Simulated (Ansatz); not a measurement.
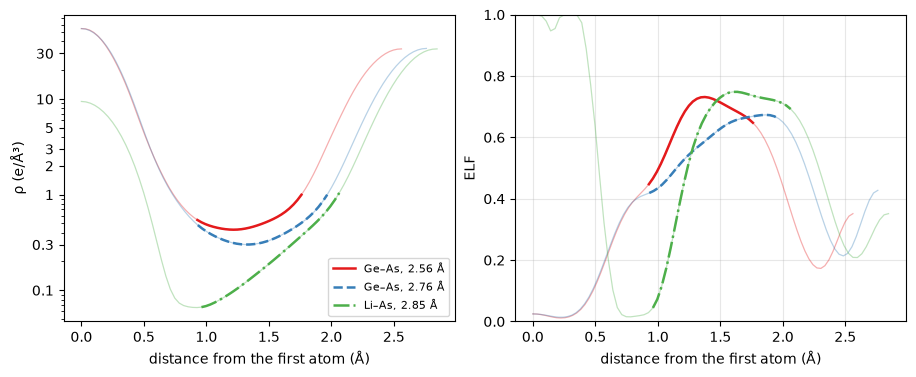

The picture shows: LiGe₂As₃. Valence charge density (pseudo) and electron localisation function along straight lines between neighbouring atoms. Thin, pale parts lie inside the atomic spheres.

Space group P-3m1; a structure generated by program, which may or may not match a known phase.

All numbers below come from Ansatz 0.2.0, DFT PBE, scalar-relativistic, plane waves, PAW.

In a PAW calculation such maps are meaningful between the atoms, not at the nuclei.

```
Li Ge As
1.0
     3.73976    0.00000    0.00000
    -1.86988    3.23873    0.00000
     0.00000    0.00000    9.90337
Li Ge As
1 2 3
Direct
  0.00000 0.00000 0.00000
  0.33333 0.66667 0.32631
  0.66667 0.33333 0.67369
  0.66667 0.33333 0.18723
  0.00000 0.00000 0.50000
  0.33333 0.66667 0.81277
```

> Compare the contacts.

Ge–As (2.56 Å): the density is about 0.44 e/Å³ at the midpoint; the ELF peaks at about 0.75 between the atoms.
Ge–As (2.76 Å): ρ at the midpoint is about 0.3 e/Å³; the ELF is about 0.60 at the midpoint.
Li–As (2.85 Å): the density is about 0.16 e/Å³ at the midpoint; the ELF peaks at about 0.75 in the valence shell of As, 1.2 Å from its nucleus, and is about 0.70 at the midpoint.
